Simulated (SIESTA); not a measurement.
Band structure of TlBi2 (P6/mmm, 3 atoms in the cell).

```xyz
3
Lattice="5.7087 0.0000 0.0000 -2.8543 4.9438 0.0000 0.0000 0.0000 3.3938" Properties=species:S:1:pos:R:3 pbc="T T T"
Tl     0.0000     0.0000     0.0000
Bi     2.8543     1.6479     1.6969
Bi     0.0000     3.2959     1.6969
```

Method of the run: SIESTA with LDA PW92, numerical atomic orbitals TZP, PseudoDojo LDA standard norm-conserving potentials (rewritten from UPF to PSML).

Settings: XC.functional = LDA; XC.authors = PW92; potentials = PseudoDojo LDA standard; PAO.BasisSize = TZP; PAO.EnergyShift = 0.01 Ry; MeshCutoff = 400 Ry; kgrid.MonkhorstPack = 6 6 8; OccupationFunction = MP; OccupationMPOrder = 0; ElectronicTemperature = 1578.21 K; MaxSCFIterations = 150; SCF.Mixer.Method = Pulay; SCF.Mixer.Weight = 0.1; SCF.Mixer.History = 6.

The starting cell comes from a database of computed structures (which also holds hypothetical and non-ambient phases and stackings), without a prior relaxation at this level. Spin-orbit coupling is off. Values carry the incompleteness of an atom-centred basis.

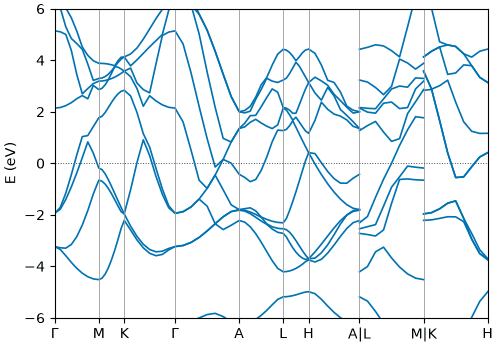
Bands along the path, energies from the Fermi level.

Levels in eV from the Fermi level, bands 19 to 24:
```csv
point,19,20,21,22,23,24
Γ,-3.23,-3.23,-1.94,-1.94,2.14,5.14
M,-4.52,-0.66,-0.19,1.77,2.86,3.19
K,-2.22,-1.97,-1.97,2.83,3.58,3.58
A,-2.22,-1.82,-1.80,-1.80,-0.43,1.35
L,-4.21,-2.72,-2.55,-2.31,1.27,2.14
H,-3.76,-3.71,-3.71,0.41,0.41,1.16
```

Bands cross the Fermi level along this path, so the cell is metallic at this level.

Higher empty bands are left out: an atom-centred basis made for the valence describes them poorly.
